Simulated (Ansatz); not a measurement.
**Geometry relaxation, with input and output: BSiPNH6F**

The run: geometry relaxation of BSiPNH6F, SMILES BP[SiH](N)F. Method and program: RHF/def2-SVP (Ansatz 0.2.0).

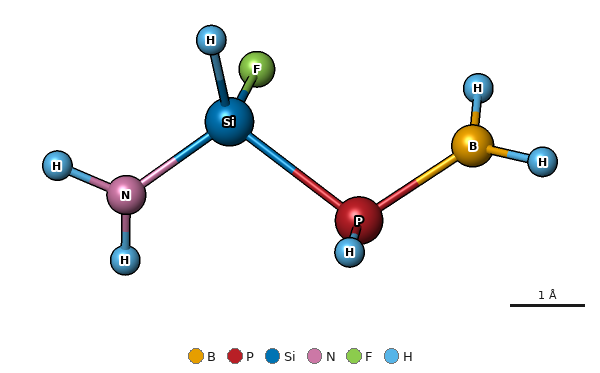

*The starting structure (ball-and-stick view, seen at a tilt).*

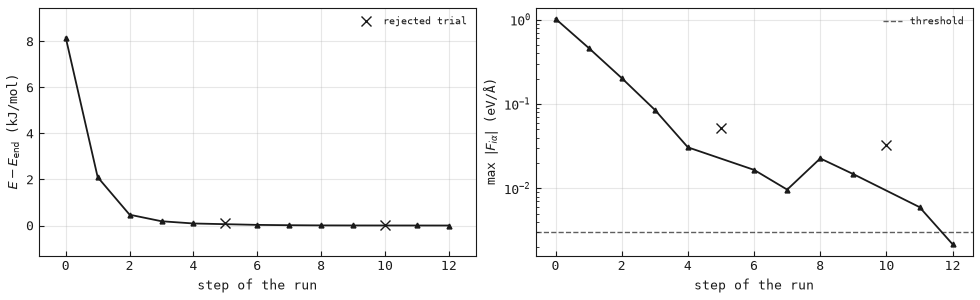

*Progress of the relaxation, step by step (the first geometry is step 0 here and step 1 in the log).*

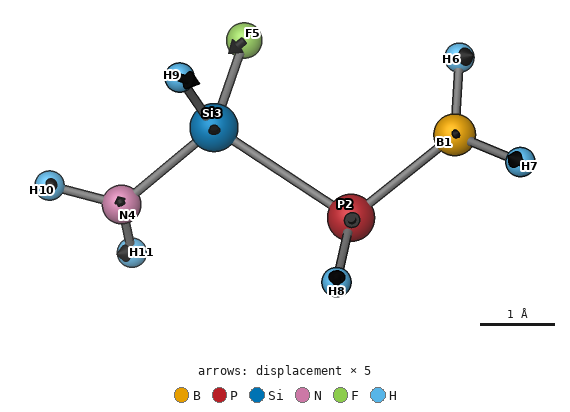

*The starting structure with the displacements as black arrows, magnified 5 times (ball-and-stick view, seen at a tilt). The two geometries are laid on each other by the best rigid fit.*

The atom that moves furthest after the best rigid fit is H9 (0.069 Å). By element the largest moves are H 0.069 Å, F 0.059 Å, P 0.054 Å, Si 0.029 Å, N 0.028 Å, B 0.019 Å. Among the contacts that change: B1–P2 1.853 → 1.886 Å, Si3–F5 1.646 → 1.617 Å, Si3–H9 1.497 → 1.471 Å, P2–H8 1.430 → 1.406 Å. Among the angles that change: B1–P2–H8 108.5° → 106.2°. After 12 geometry steps the energy has fallen by 8.17 kJ/mol. The largest force component goes from 1 to 0.0022 eV/Å. The line search rejected the trial steps at points 5, 10 (counted from 0) and went back. (Atoms are counted from 1 in the order of the input.)

The input and output of the run follow.

**Input file**
```yaml
crystal:
  periodic: [false, false, false]
  atoms:
    - { symbol: B, position_ang: [-0.573858, 2.312172, -0.59669] }
    - { symbol: P, position_ang: [0.163199, 0.678646, -1.068411] }
    - { symbol: Si, position_ang: [-0.024664, -0.707941, 0.683697] }
    - { symbol: "N", position_ang: [0.527334, -2.250094, 0.166252] }
    - { symbol: F, position_ang: [-1.625211, -0.609656, 1.056922] }
    - { symbol: H, position_ang: [-1.632571, 2.305555, -0.003016] }
    - { symbol: H, position_ang: [-0.0752, 3.345299, -0.994162] }
    - { symbol: H, position_ang: [1.569827, 0.852936, -1.26136] }
    - { symbol: H, position_ang: [0.727772, -0.364699, 1.931069] }
    - { symbol: H, position_ang: [0.773819, -2.979674, 0.839182] }
    - { symbol: H, position_ang: [0.234953, -2.639645, -0.732683] }
basis:
  gaussian: { orbitals: def2-SVP }
hamiltonian:
  xc: hf
output:
  forces: true
relax:
  f_tol: 0.003
  max_steps: 120
```

Launch command:
```bash
ansatz run input.yaml --threads 1 --pin off --max-ram 2560MiB --backend cpu --events-out ev --progress --plain --runs-dir out
```

**The program's output**
```
The last accepted step is kept in [file] (removed where the run ends without a failure and the disk answers)
Engine: ansatz 0.2.0, aarch64-unknown-linux-gnu
Functional definition: HF
  exchange = exact_x
  correlation = 0
1137 factors; integrals over basis functions are off by at most 4.3e-4 eV
mean field evaluation 1: about -22078.0506 eV, gradient 3.7e1 eV
mean field evaluation 2: about -22078.1003 eV, gradient 3.7e1 eV
mean field evaluation 4: about -22081.4887 eV, gradient 3.3e0 eV
mean field evaluation 8: about -22081.5447 eV, gradient 3.2e-1 eV
mean field -22081.54557772 eV, -811.4818325719 hartree, gradient 1.8e-5 eV, S^2 0.000000; 0 other end points of the search recorded, 0 dependent functions left out
the calculation of the forces begins
reference -22081.54557772 eV, -811.4818325719 hartree; 28, 28 occupied and 80, 80 virtual orbitals, 1137 factors
relax step   1: F+E_penalty+E_count = -22081.54557772 eV  Δ(F+E_penalty+E_count) = +0.000e0 eV  max|allowed force component| = 1.027e0 eV/Å  Δτ_max = 0.0000 Å  (37 SCF iters, accepted)
these checks for a lower state are left out or cut short: starts, cluster_reference, orbital_swaps, neighbouring_geometries, increment
1137 factors; integrals over basis functions are off by at most 4.2e-4 eV
mean field evaluation 16: about -22081.6080 eV, gradient 4.2e-1 eV
mean field -22081.60844981 eV, -811.4841430786 hartree, gradient 3.0e-5 eV, S^2 0.000000; 0 other end points of the search recorded, 0 dependent functions left out
[... from here on the field's lines of each further geometry are left out, up to the last ...]
relax step   2: F+E_penalty+E_count = -22081.60844981 eV  Δ(F+E_penalty+E_count) = -6.287e-2 eV  max|allowed force component| = 4.639e-1 eV/Å  Δτ_max = 0.0569 Å  (34 SCF iters, accepted)
relax step   3: F+E_penalty+E_count = -22081.62536053 eV  Δ(F+E_penalty+E_count) = -1.691e-2 eV  max|allowed force component| = 2.034e-1 eV/Å  Δτ_max = 0.0367 Å  (35 SCF iters, accepted)
relax step   4: F+E_penalty+E_count = -22081.62830883 eV  Δ(F+E_penalty+E_count) = -2.948e-3 eV  max|allowed force component| = 8.550e-2 eV/Å  Δτ_max = 0.0105 Å  (29 SCF iters, accepted)
relax step   5: F+E_penalty+E_count = -22081.62931253 eV  Δ(F+E_penalty+E_count) = -1.004e-3 eV  max|allowed force component| = 3.069e-2 eV/Å  Δτ_max = 0.0072 Å  (29 SCF iters, accepted)
relax step   6: F+E_penalty+E_count = -22081.62929281 eV  Δ(F+E_penalty+E_count) = +1.971e-5 eV  max|allowed force component| = 5.223e-2 eV/Å  Δτ_max = 0.0273 Å  (34 SCF iters, rejected (line search))
relax step   7: F+E_penalty+E_count = -22081.62994735 eV  Δ(F+E_penalty+E_count) = -6.348e-4 eV  max|allowed force component| = 1.658e-2 eV/Å  Δτ_max = 0.0133 Å  (27 SCF iters, accepted)
relax step   8: F+E_penalty+E_count = -22081.63009391 eV  Δ(F+E_penalty+E_count) = -1.466e-4 eV  max|allowed force component| = 9.670e-3 eV/Å  Δτ_max = 0.0114 Å  (29 SCF iters, accepted)
relax step   9: F+E_penalty+E_count = -22081.63017936 eV  Δ(F+E_penalty+E_count) = -8.545e-5 eV  max|allowed force component| = 2.267e-2 eV/Å  Δτ_max = 0.0206 Å  (28 SCF iters, accepted)
relax step  10: F+E_penalty+E_count = -22081.63020557 eV  Δ(F+E_penalty+E_count) = -2.621e-5 eV  max|allowed force component| = 1.476e-2 eV/Å  Δτ_max = 0.0068 Å  (28 SCF iters, accepted)
relax step  11: F+E_penalty+E_count = -22081.63013165 eV  Δ(F+E_penalty+E_count) = +7.392e-5 eV  max|allowed force component| = 3.269e-2 eV/Å  Δτ_max = 0.0059 Å  (27 SCF iters, rejected (line search))
relax step  12: F+E_penalty+E_count = -22081.63022260 eV  Δ(F+E_penalty+E_count) = -1.703e-5 eV  max|allowed force component| = 5.993e-3 eV/Å  Δτ_max = 0.0029 Å  (27 SCF iters, accepted)
the calculation of the forces begins
reference -22081.63022929 eV, -811.4849434600 hartree; 28, 28 occupied and 80, 80 virtual orbitals, 1137 factors
relax step  13: F+E_penalty+E_count = -22081.63022929 eV  Δ(F+E_penalty+E_count) = -6.697e-6 eV  max|allowed force component| = 2.172e-3 eV/Å  Δτ_max = 0.0011 Å  (23 SCF iters, accepted)
1137 factors; integrals over basis functions are off by at most 4.2e-4 eV
mean field evaluation 96: about -22081.6293 eV, gradient 3.1e-1 eV
mean field -22081.63022929 eV, -811.4849434600 hartree, gradient 6.6e-5 eV, S^2 0.000000; 1 other end points of the search recorded, 0 dependent functions left out
the calculation of the forces begins
reference -22081.63022929 eV, -811.4849434600 hartree; 28, 28 occupied and 80, 80 virtual orbitals, 1137 factors
Total energy: -22081.63022929 eV, -811.4849434600 hartree
Atom 0 at    -0.572707     2.329825    -0.590581 Å, force     0.001010    -0.002172    -0.000319 eV/Å
Atom 1 at     0.129451     0.656731    -1.104803 Å, force    -0.001205     0.001642     0.001610 eV/Å
Atom 2 at    -0.030771    -0.720042     0.657667 Å, force    -0.000814    -0.000758    -0.000308 eV/Å
Atom 3 at     0.509932    -2.259319     0.185546 Å, force    -0.000662     0.000323     0.000602 eV/Å
Atom 4 at    -1.600430    -0.661589     1.041369 Å, force     0.001314     0.000292    -0.000847 eV/Å
Atom 5 at    -1.608909     2.365598     0.005189 Å, force     0.000475     0.000981    -0.000397 eV/Å
Atom 6 at    -0.039359     3.339673    -0.947566 Å, force    -0.000985    -0.000174     0.000163 eV/Å
Atom 7 at     1.515027     0.841031    -1.252687 Å, force     0.000303    -0.000357    -0.000125 eV/Å
Atom 8 at     0.693017    -0.335879     1.878818 Å, force     0.000007     0.000078    -0.000008 eV/Å
Atom 9 at     0.789827    -2.953406     0.850915 Å, force     0.000397     0.000205    -0.000297 eV/Å
Atom 10 at     0.280322    -2.659726    -0.703068 Å, force     0.000160    -0.000060    -0.000074 eV/Å
Dipole moment:     0.403177    -0.304598     0.019966 e Å
```

**Trajectory as extended XYZ (Å, eV, eV/Å), 13 frames, from step=1 to step=13**
```
11
Properties=species:S:1:pos:R:3:forces:R:3 step=1 energy=-22081.54558
B    -0.5739    2.3122   -0.5967   -0.3979   0.7859   0.0900
P     0.1632    0.6786   -1.0684    0.7080  -0.4392  -0.1486
Si   -0.0247   -0.7079    0.6837   -0.2865  -0.2531   0.2841
N     0.5273   -2.2501    0.1663   -0.3606  -0.5388   0.0474
F    -1.6252   -0.6097    1.0569    1.0269  -0.1510  -0.1912
H    -1.6326    2.3056   -0.0030    0.4103   0.0822  -0.1950
H    -0.0752    3.3453   -0.9942   -0.2122  -0.3344   0.2000
H     1.5698    0.8529   -1.2614   -0.5850  -0.0611   0.1343
H     0.7278   -0.3647    1.9311   -0.3518  -0.0941  -0.4101
H     0.7738   -2.9797    0.8392   -0.2530   0.6756  -0.6823
H     0.2350   -2.6396   -0.7327    0.3018   0.3280   0.8714
11
Properties=species:S:1:pos:R:3:forces:R:3 step=2 energy=-22081.60845
B    -0.5916    2.3453   -0.6238   -0.0820   0.2802   0.3956
P     0.1509    0.6894   -1.0718    0.3816  -0.3083  -0.2002
Si   -0.0003   -0.7271    0.6552   -0.4346  -0.1084   0.3031
N     0.5270   -2.2805    0.1780   -0.2161   0.1295  -0.0701
F    -1.5824   -0.6368    1.0480    0.4639  -0.1105  -0.1395
H    -1.6216    2.3611   -0.0080    0.0448   0.0096  -0.1429
H    -0.0828    3.3720   -0.9820   -0.0508  -0.1345  -0.0644
H     1.5434    0.8649   -1.2213   -0.1712   0.0354  -0.0358
H     0.7219   -0.3772    1.8913    0.0036   0.0112  -0.0844
H     0.7587   -2.9874    0.8545   -0.0255   0.1497  -0.1188
H     0.2421   -2.6810   -0.6993    0.0864   0.0461   0.1574
11
Properties=species:S:1:pos:R:3:forces:R:3 step=3 energy=-22081.62536
B    -0.5728    2.3358   -0.5937   -0.1098   0.0625  -0.0609
P     0.1570    0.6739   -1.0784   -0.0082  -0.0566  -0.0547
Si   -0.0133   -0.7226    0.6627   -0.1830  -0.0937   0.0921
N     0.5220   -2.2630    0.1759   -0.0924   0.2034   0.0230
F    -1.5869   -0.6616    1.0561    0.1938  -0.0032  -0.1003
H    -1.6178    2.3594   -0.0145    0.0018  -0.0125   0.0519
H    -0.0770    3.3527   -0.9805    0.0626   0.0050   0.0194
H     1.5388    0.8588   -1.2422    0.0269  -0.0022   0.0187
H     0.7053   -0.3639    1.8900    0.0638   0.0365   0.0489
H     0.7643   -2.9659    0.8437    0.0460  -0.0830   0.0817
H     0.2459   -2.6605   -0.6984   -0.0015  -0.0562  -0.1197
11
Properties=species:S:1:pos:R:3:forces:R:3 step=4 energy=-22081.62831
B    -0.5790    2.3329   -0.5983   -0.0332   0.0327  -0.0118
P     0.1562    0.6693   -1.0788   -0.0088  -0.0426  -0.0348
Si   -0.0112   -0.7219    0.6681   -0.0855  -0.0271  -0.0019
N     0.5174   -2.2615    0.1762   -0.0571   0.0824   0.0404
F    -1.5832   -0.6536    1.0504    0.0698  -0.0110  -0.0177
H    -1.6200    2.3563   -0.0111   -0.0010  -0.0083   0.0178
H    -0.0754    3.3486   -0.9793    0.0295   0.0023   0.0055
H     1.5388    0.8547   -1.2376    0.0198   0.0206   0.0062
H     0.7113   -0.3599    1.8947    0.0271   0.0084   0.0182
H     0.7606   -2.9686    0.8415    0.0278  -0.0380   0.0212
H     0.2499   -2.6535   -0.7050    0.0117  -0.0195  -0.0431
11
Properties=species:S:1:pos:R:3:forces:R:3 step=5 energy=-22081.62931
B    -0.5808    2.3320   -0.6005    0.0065   0.0003   0.0144
P     0.1538    0.6662   -1.0828   -0.0203  -0.0102  -0.0286
Si   -0.0155   -0.7222    0.6679    0.0266   0.0081  -0.0138
N     0.5116   -2.2617    0.1785   -0.0307  -0.0085   0.0170
F    -1.5844   -0.6540    1.0507   -0.0207   0.0002   0.0102
H    -1.6189    2.3559   -0.0077   -0.0036   0.0019  -0.0029
H    -0.0693    3.3464   -0.9762    0.0055  -0.0031   0.0010
H     1.5369    0.8571   -1.2360    0.0086   0.0091   0.0077
H     0.7128   -0.3557    1.8916   -0.0002  -0.0022   0.0002
H     0.7635   -2.9680    0.8429    0.0079   0.0024  -0.0207
H     0.2556   -2.6530   -0.7076    0.0203   0.0021   0.0155
11
Properties=species:S:1:pos:R:3:forces:R:3 step=6 energy=-22081.62929 accepted=F
B    -0.5793    2.3300   -0.6012   -0.0465   0.0204   0.0147
P     0.1363    0.6582   -1.0941    0.0522  -0.0177  -0.0047
Si   -0.0192   -0.7198    0.6677   -0.0334  -0.0504   0.0286
N     0.5001   -2.2636    0.1859    0.0078   0.0123  -0.0413
F    -1.5858   -0.6479    1.0629    0.0033   0.0028   0.0052
H    -1.6263    2.3642   -0.0251   -0.0016  -0.0012   0.0151
H    -0.0500    3.3421   -0.9574    0.0157  -0.0082  -0.0059
H     1.5213    0.8520   -1.2300    0.0164  -0.0028  -0.0168
H     0.7175   -0.3541    1.8866   -0.0029   0.0296  -0.0044
H     0.7712   -2.9730    0.8385    0.0010   0.0233   0.0229
H     0.2795   -2.6452   -0.7129   -0.0121  -0.0082  -0.0134
11
Properties=species:S:1:pos:R:3:forces:R:3 step=7 energy=-22081.62995
B    -0.5802    2.3299   -0.5992   -0.0004   0.0003   0.0039
P     0.1477    0.6622   -1.0900   -0.0043  -0.0044  -0.0109
Si   -0.0189   -0.7210    0.6662    0.0166  -0.0022   0.0003
N     0.5053   -2.2625    0.1817   -0.0088  -0.0097  -0.0044
F    -1.5865   -0.6512    1.0546   -0.0133   0.0027   0.0048
H    -1.6209    2.3576   -0.0111    0.0006   0.0004   0.0001
H    -0.0603    3.3429   -0.9670    0.0032  -0.0020   0.0031
H     1.5320    0.8558   -1.2340    0.0008   0.0021   0.0022
H     0.7132   -0.3508    1.8868   -0.0036   0.0013  -0.0027
H     0.7693   -2.9680    0.8419    0.0019   0.0099  -0.0052
H     0.2647   -2.6519   -0.7092    0.0073   0.0016   0.0089
11
Properties=species:S:1:pos:R:3:forces:R:3 step=8 energy=-22081.63009
B    -0.5792    2.3279   -0.5974    0.0019   0.0010  -0.0002
P     0.1433    0.6593   -1.0958   -0.0042   0.0001  -0.0042
Si   -0.0221   -0.7202    0.6638    0.0044  -0.0017   0.0050
N     0.5022   -2.2625    0.1836    0.0025  -0.0058  -0.0097
F    -1.5894   -0.6501    1.0547   -0.0026   0.0014  -0.0010
H    -1.6206    2.3578   -0.0106   -0.0001  -0.0005   0.0008
H    -0.0533    3.3401   -0.9585    0.0004   0.0000   0.0023
H     1.5283    0.8537   -1.2349    0.0004  -0.0014  -0.0004
H     0.7110   -0.3449    1.8822   -0.0022  -0.0007   0.0007
H     0.7753   -2.9654    0.8425   -0.0003   0.0074   0.0055
H     0.2699   -2.6529   -0.7088   -0.0003   0.0001   0.0012
11
Properties=species:S:1:pos:R:3:forces:R:3 step=9 energy=-22081.63018
B    -0.5746    2.3294   -0.5923    0.0030   0.0027  -0.0035
P     0.1324    0.6575   -1.1018    0.0227   0.0018  -0.0064
Si   -0.0276   -0.7198    0.6601    0.0095  -0.0098  -0.0037
N     0.5096   -2.2595    0.1847   -0.0012  -0.0019   0.0018
F    -1.5964   -0.6606    1.0460   -0.0105   0.0048   0.0024
H    -1.6131    2.3640   -0.0010   -0.0029  -0.0003   0.0052
H    -0.0425    3.3399   -0.9493    0.0000   0.0000  -0.0004
H     1.5186    0.8438   -1.2502   -0.0227  -0.0030   0.0056
H     0.6982   -0.3375    1.8807   -0.0009  -0.0009  -0.0020
H     0.7818   -2.9578    0.8490    0.0027   0.0042  -0.0009
H     0.2788   -2.6564   -0.7053    0.0004   0.0026   0.0019
11
Properties=species:S:1:pos:R:3:forces:R:3 step=10 energy=-22081.63021
B    -0.5736    2.3297   -0.5915    0.0034   0.0011   0.0091
P     0.1297    0.6571   -1.1052    0.0148  -0.0063  -0.0014
Si   -0.0296   -0.7199    0.6571   -0.0036  -0.0019   0.0044
N     0.5101   -2.2598    0.1855   -0.0028   0.0034  -0.0027
F    -1.5989   -0.6610    1.0422   -0.0026  -0.0005  -0.0002
H    -1.6095    2.3648    0.0047   -0.0032   0.0011  -0.0025
H    -0.0406    3.3401   -0.9475   -0.0009  -0.0007  -0.0026
H     1.5159    0.8415   -1.2502   -0.0083   0.0023  -0.0043
H     0.6949   -0.3352    1.8777    0.0012  -0.0001   0.0003
H     0.7864   -2.9549    0.8513    0.0019   0.0020  -0.0002
H     0.2806   -2.6595   -0.7034    0.0001  -0.0004   0.0002
11
Properties=species:S:1:pos:R:3:forces:R:3 step=11 energy=-22081.63013 accepted=F
B    -0.5705    2.3286   -0.5874   -0.0203   0.0008  -0.0327
P     0.1296    0.6562   -1.1073   -0.0158   0.0040   0.0149
Si   -0.0322   -0.7194    0.6559    0.0012  -0.0027   0.0043
N     0.5098   -2.2588    0.1857   -0.0032   0.0011   0.0011
F    -1.6019   -0.6611    1.0403    0.0103  -0.0002  -0.0069
H    -1.6073    2.3636    0.0075    0.0072   0.0009   0.0085
H    -0.0401    3.3389   -0.9474    0.0073   0.0016   0.0123
H     1.5150    0.8407   -1.2526    0.0135  -0.0019  -0.0026
H     0.6917   -0.3339    1.8765   -0.0002   0.0013   0.0035
H     0.7911   -2.9515    0.8519   -0.0008  -0.0017  -0.0009
H     0.2803   -2.6604   -0.7023    0.0007  -0.0033  -0.0015
11
Properties=species:S:1:pos:R:3:forces:R:3 step=12 energy=-22081.63022
B    -0.5731    2.3301   -0.5907    0.0030  -0.0055  -0.0018
P     0.1299    0.6571   -1.1045   -0.0017  -0.0001   0.0039
Si   -0.0304   -0.7201    0.6579   -0.0009   0.0015  -0.0028
N     0.5098   -2.2595    0.1855   -0.0007   0.0001   0.0006
F    -1.6000   -0.6614    1.0418    0.0019   0.0004  -0.0002
H    -1.6096    2.3649    0.0048    0.0039   0.0051  -0.0023
H    -0.0393    3.3397   -0.9482   -0.0060  -0.0017   0.0035
H     1.5154    0.8416   -1.2520    0.0007   0.0000  -0.0004
H     0.6938   -0.3361    1.8789   -0.0009  -0.0005  -0.0002
H     0.7891   -2.9539    0.8507    0.0007   0.0005   0.0001
H     0.2799   -2.6596   -0.7032    0.0001   0.0003  -0.0003
11
Properties=species:S:1:pos:R:3:forces:R:3 step=13 energy=-22081.63023
B    -0.5727    2.3298   -0.5906    0.0010  -0.0022  -0.0003
P     0.1295    0.6567   -1.1048   -0.0012   0.0016   0.0016
Si   -0.0308   -0.7200    0.6577   -0.0008  -0.0008  -0.0003
N     0.5099   -2.2593    0.1855   -0.0007   0.0003   0.0006
F    -1.6004   -0.6616    1.0414    0.0013   0.0003  -0.0008
H    -1.6089    2.3656    0.0052    0.0005   0.0010  -0.0004
H    -0.0394    3.3397   -0.9476   -0.0010  -0.0002   0.0002
H     1.5150    0.8410   -1.2527    0.0003  -0.0004  -0.0001
H     0.6930   -0.3359    1.8788    0.0000   0.0001   0.0000
H     0.7898   -2.9534    0.8509    0.0004   0.0002  -0.0003
H     0.2803   -2.6597   -0.7031    0.0002  -0.0001  -0.0001
```

**Summary**

```tsv
quantity	value
outcome	converged
total energy	−22081.6302 eV
mean-field energy	−22081.6302 eV
largest force (length of the vector) at the end	0.003 eV/Å
hardware	1 thread of Arm Neoverse V2, 24 GiB of memory available, shared host
wall time	40 s
peak memory	0.22 GiB
```
